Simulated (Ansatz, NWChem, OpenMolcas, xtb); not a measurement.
## Ligand exchange: NaF + SnH3(NH2) → NaNH2 + SnH3F

Gas-phase species: NaF, singlet; SnH3(NH2), singlet; NaNH2 `[NH2][Na]`, singlet; SnH3F `[F][SnH3]`, singlet. The partners trade F for NH2: Na–F and Sn–NH2 bonds give way to Na–NH2 and Sn–F.

Shapes, held fixed at every level: PBE0-D4/def2-TZVP. Programs: Ansatz 0.2.0, NWChem 7.3.0, OpenMolcas 26.06, xtb 6.7.1. A level may come from different programs for different species; with the same settings they agree closely. The zero-point and thermal change to 298 K, harmonic and unscaled (PBE0-D4/def2-TZVP), is -5.1 kJ/mol.

```tsv
level	kind	ΔH(298 K) (kJ/mol)	less CCSD(T)/def2-TZVPP
GFN1-xTB	semi-empirical	+147.3	+66.6
HF/def2-TZVPP	Hartree–Fock	+77.1	-3.6
r2SCAN-D4/def2-TZVPP	meta-GGA	+75.3	-5.4
PBE0/def2-SVP	global hybrid	+78.8	-1.9
B3LYP-D4/def2-TZVPP	global hybrid	+75.6	-5.1
PBE0-D4/def2-TZVPP	global hybrid	+79.8	-0.9
MP2/def2-SVP	perturbation theory	+84.3	+3.6
CCSD(T)/def2-TZVPP	coupled cluster or CI	+80.7	0.0
```

The highest level, CCSD(T)/def2-TZVPP, gives ΔH(298 K) = +80.7 kJ/mol; the levels span +75.3 to +147.3. GFN1-xTB strays far from the other rows. The column of differences is taken from that level and isn't an error. No measured value is set beside it here. For atoms past krypton def2 sets carry core potentials with scalar relativity. Outer-core shells of Na, Sn are correlated, in sets that cover them unevenly. Sets without diffuse functions underbind ionic bonds of s-block metals.

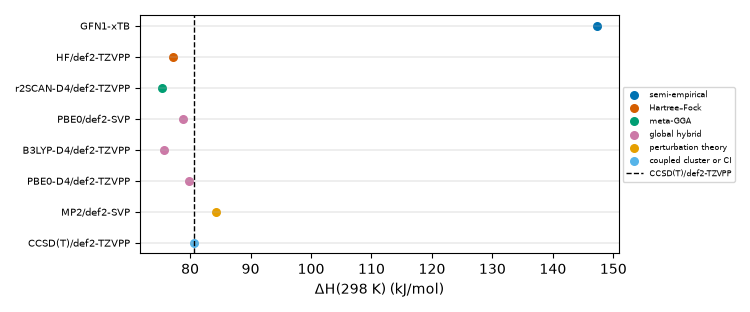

The values of the table, level by level.
